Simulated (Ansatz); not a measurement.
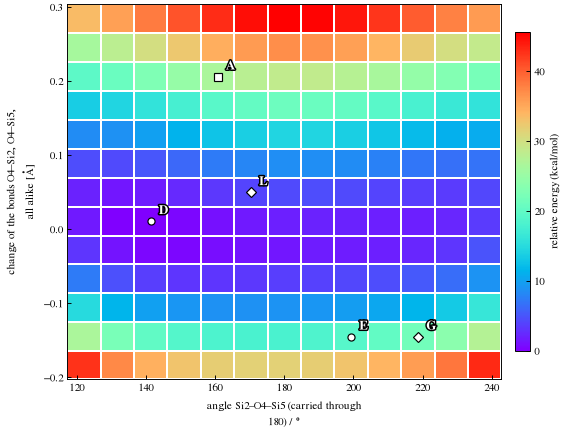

ClFH₄OSi₂, SMILES F[SiH](Cl)O[SiH3]. 
- Coordinates scanned: (1) angle Si2–O4–Si5 (carried through 180); (2) change of the bonds O4–Si2, O4–Si5, all alike.
- Nothing is relaxed (all other coordinates rigid).
- The grid has 13 × 13 points.
- Points are written as (first, second).
- Energies are in kcal/mol, from the lowest grid point.
- These are results of RKS PBE-D4/def2-SVP in Ansatz, not measurements.

In the figure: one coloured cell a grid point, lettered points.

Is E the lowest point of the computed grid?

Answer. No. E lies 19.2 kcal/mol above the lowest grid point, which is at (141.3°, 0.011 Å).

What kind of point is each of A, D, E, G, L: minimum, saddle, maximum or slope?

Answer. A: on a slope; D: minimum; E: on a slope; G: on a slope; L: on a slope. (In these two coordinates alone; a stationary point may lie a little off the grid point.)

Rank the lettered points by energy, lowest first.

Answer. D (0.0 kcal/mol), L (4.0 kcal/mol), E (19.2 kcal/mol), G (21.6 kcal/mol), A (26.6 kcal/mol).
